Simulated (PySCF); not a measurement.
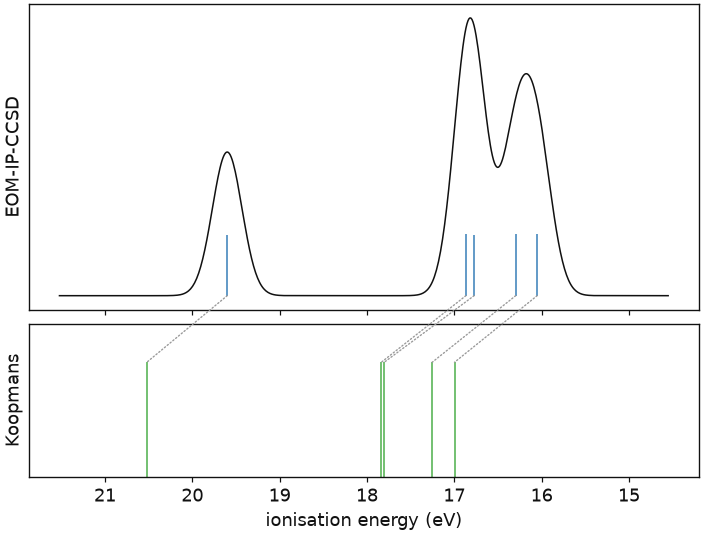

Valence photoelectron lines of C₃H₃Cl₂O⁺, SMILES [O+]#CCC(Cl)Cl: vertical EOM-IP-CCSD/aug-cc-pVDZ (frozen core, PySCF 2.14.0, at a PBE0-D3(BJ)/def2-SVP geometry (no frequency check); 5 lines, one for each of the 5 highest orbitals, so a line of a deeper orbital can be missing among them) above, Hartree-Fock orbital energies with the sign turned below, non-relativistic; dotted lines join each line to its leading orbital. Stick heights are one-hole weights (summed over degenerate lines), not cross-sections; Gaussian width 0.40 eV.

### Do correlation and relaxation change the order of the lines?

Not among these holes, which come in the order of the orbitals, HOMO, HOMO−1, HOMO−2, HOMO−3, HOMO−4.

### What is the first vertical ionisation energy, and how far is Koopmans' value off?

16.05 eV from the HOMO; Koopmans gives 17.00 eV, 0.95 eV too high.

Caveats: small basis, so the lines can lie some tenths of an eV too low; one conformer of a flexible molecule.
